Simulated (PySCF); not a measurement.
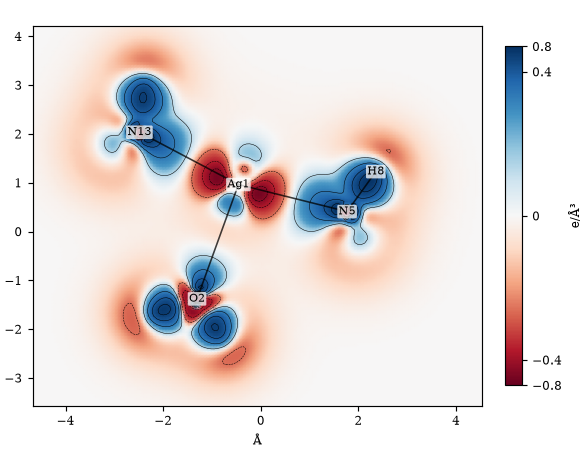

Figure. [Ag(H2O)(NH3)4]2+ (AgH₁₄N₄O, charge +2, doublet). Deformation density (molecule less spherical, spin-averaged free atoms) in the plane of Ag1, O2, N5, H8 and N13; colour scale in e/Å³, logarithmic beyond ±0.1; blue: gain, red: loss.

PySCF calculation, PBE0/def2-TZVP, gas phase; geometry: GFN2-xTB. Core potentials replace the inner electrons of Ag; spin–orbit coupling isn't included. No frequency check shows the geometry to be a minimum. The stability of the open-shell solution wasn't checked. GFN2-xTB bond lengths at metals and heavier atoms can be off by up to 0.1 Å and shapes distorted, which carries into these values. GFN2-xTB doesn't know the spin state, so this open-shell geometry is rough.

Geometry (Å), atoms numbered from 1:

```
Ag1      0.0135    0.0089    0.1827
O2      -0.1410   -0.0978   -2.3022
H3       0.4450   -0.5625   -2.9064
H4      -0.7833    0.3517   -2.8580
N5      -2.0751    0.9003    0.5107
H6      -2.8169    0.2412    0.2875
H7      -2.2453    1.7259   -0.0583
H8      -2.2132    1.1785    1.4799
N9       0.9158    2.0984    0.2210
H10      1.5137    2.2568    1.0290
H11      0.2182    2.8383    0.2296
H12      1.4863    2.2503   -0.6082
N13      2.1209   -0.8685    0.4064
H14      2.8481   -0.2230    0.1082
H15      2.2487   -1.7155   -0.1420
H16      2.3241   -1.1115    1.3736
N17     -0.8792   -2.0733    0.3872
H18     -0.1837   -2.8152    0.3816
H19     -1.5013   -2.2557   -0.3976
H20     -1.4248   -2.1944    1.2376
```

> How much density has each bond in this plane gained at its critical point, relative to the free atoms?

N5–H8: +0.83 e/Å³ at the bond critical point (bond length 1.02 Å, Mayer order 0.9). Ag1–N13: +0.03 e/Å³ at the bond critical point (bond length 2.29 Å, Mayer order 0.4). Ag1–N5: +0.03 e/Å³ at the bond critical point (bond length 2.29 Å, Mayer order 0.4). Ag1–O2: −0.01 e/Å³ at the bond critical point (bond length 2.49 Å, Mayer order 0.1). In all, 3.4 electrons gather in the regions of gain relative to the promolecule of neutral atoms (the regions of loss give up this much and the cation's charge besides). A small or negative value marks a very polar bond, one between electron-rich atoms, whose free-atom densities already overlap strongly, a long bond to a heavier atom, or a closed-shell contact such as a hydrogen bond.

> Where do the Hirshfeld charges lie?

The highest Hirshfeld charge is on Ag1 (+0.55 e), the lowest on O2 (−0.27 e).

Run time: 3.2 min on 1 thread of AMD EPYC (Zen 3), with other jobs on the host, peak memory 1.2 GiB.
